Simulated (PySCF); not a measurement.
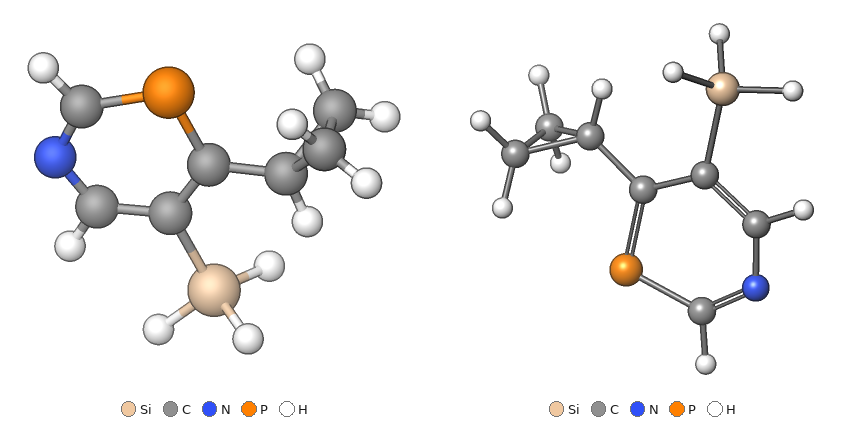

Two views of one molecule.

The computed structure is the end point of a PBE0-D3(BJ)/def2-SVP optimisation. No frequency run is at hand to confirm it as a minimum.

Description:

It has 20 atoms: 7 carbon, 10 hydrogen, 1 nitrogen, 1 phosphorus and 1 silicon (C₇H₁₀NPSi). As SMILES it reads `[SiH3]c1cncpc1C1CC1`. Independent rings (smallest set): 1 of 3 members, 1 of 6 members, 1 of them aromatic. Among its groups: Si–H bond. Coordination, clear cases only: 1 Si tetrahedral; 4 C trigonal planar; 1 N bent; 1 P bent.

More results for the same structure follow; atom numbers are the same in all pictures, views and colours differ.

### Ring current

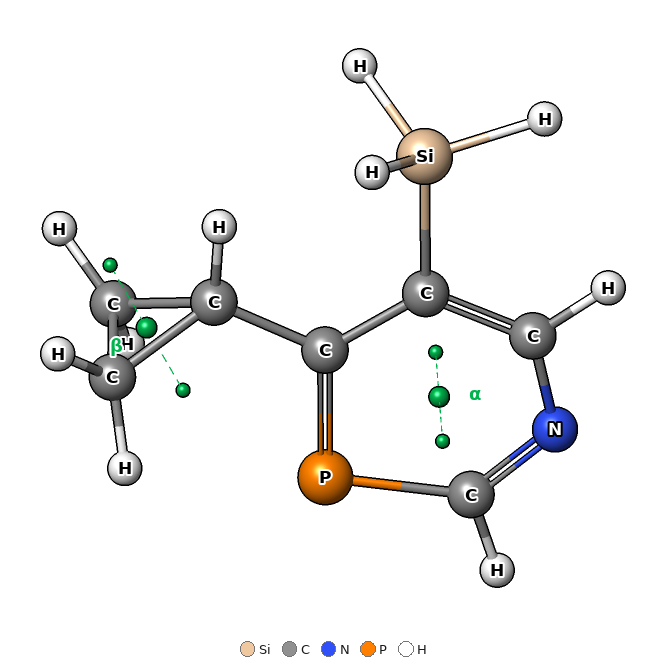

The small points mark where nucleus-independent chemical shifts (NICS) were computed: at the centre of each lettered ring and 1 Å above and below it. No frequency run is at hand to confirm it as a minimum. Level of theory: GIAO ωB97X-D/pcSseg-1 NMR shielding, non-relativistic, gas phase (PySCF 2.14.0).

Give NICS(0), NICS(1) and the out-of-plane component NICS(1)zz for each ring (means of the two sides).

| ring | members | NICS(0) | NICS(1) | NICS(1)zz |
| --- | --- | --- | --- | --- |
| α | C4NP | −5.8 | −10.1 | −23.7 |
| β | C3 | −41.8 | −7.3 | −23.7 |

Values in ppm.

What do the values say about the ring currents?

Answer. Ring α: diatropic, as in an aromatic ring. NICS is one index among several.

### Quadrupole coupling

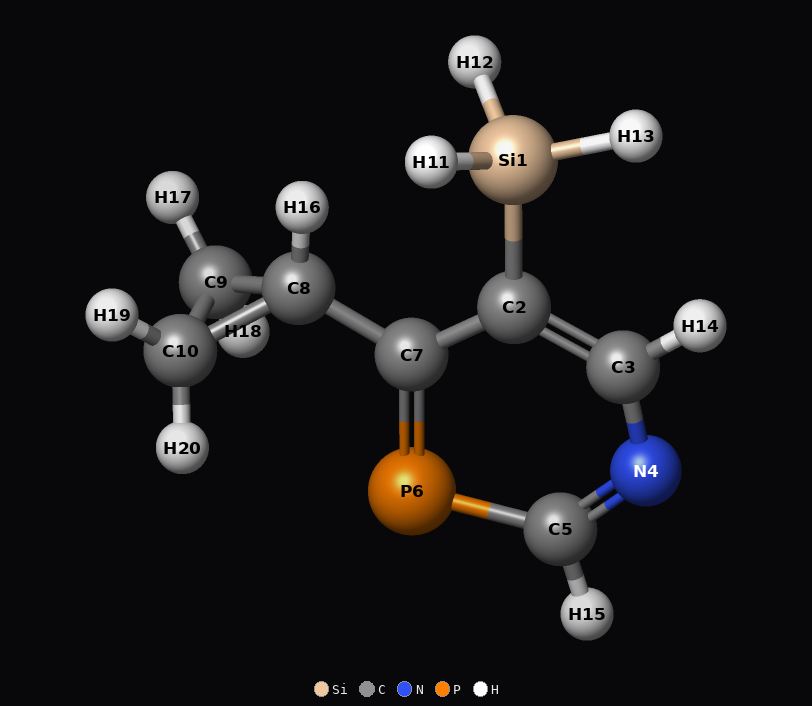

No frequency run is at hand to confirm it as a minimum. Electric field gradients from the ground-state density, PBE0/pcSseg-1 (PySCF 2.14.0), non-relativistic apart from any core potentials.

Give the largest field-gradient component, the quadrupole coupling constant and the asymmetry for 14N at N4 (Q = 20.44 mb), 2H at H11 (Q = 2.86 mb), 2H at H12 (Q = 2.86 mb).

```tsv
atom	V_zz (a.u.)	e²qQ/h (MHz)	η
N4	−1.113	−5.35	0.38
H11	0.140	0.094	0.02
H12	0.140	0.094	0.02
```

### Polarisability

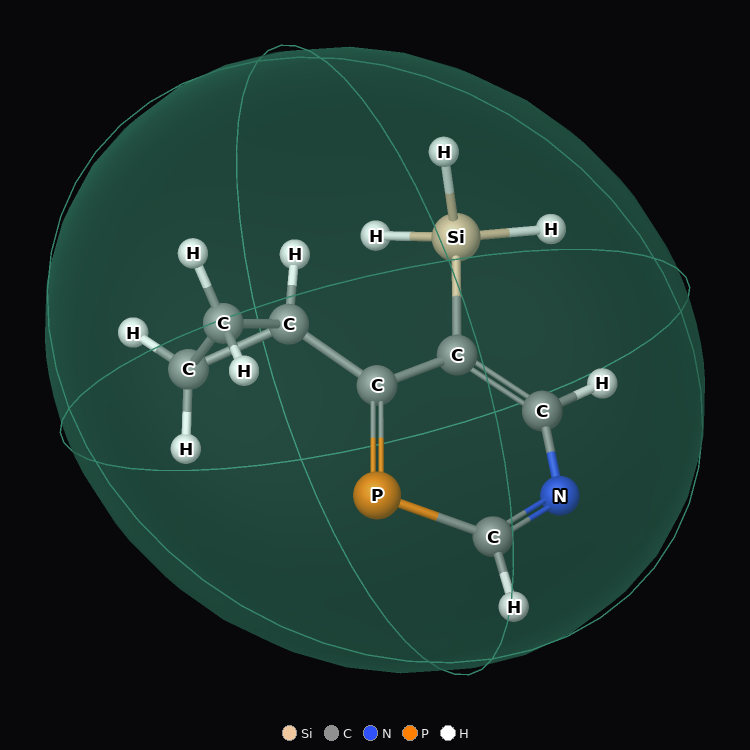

The ellipsoid shows the static dipole polarisability: its half-axes are proportional to the principal values. No frequency run is at hand to confirm it as a minimum. Method: CAM-B3LYP/def2-SVPD (PySCF 2.14.0).

Give the principal values, the mean and the anisotropy.

Answer. Principal values 94.9, 159.4, 162.1 bohr³; mean 138.8 bohr³ (20.57 Å³); anisotropy 65.9 bohr³, so the longest axis is 1.71 times the shortest.
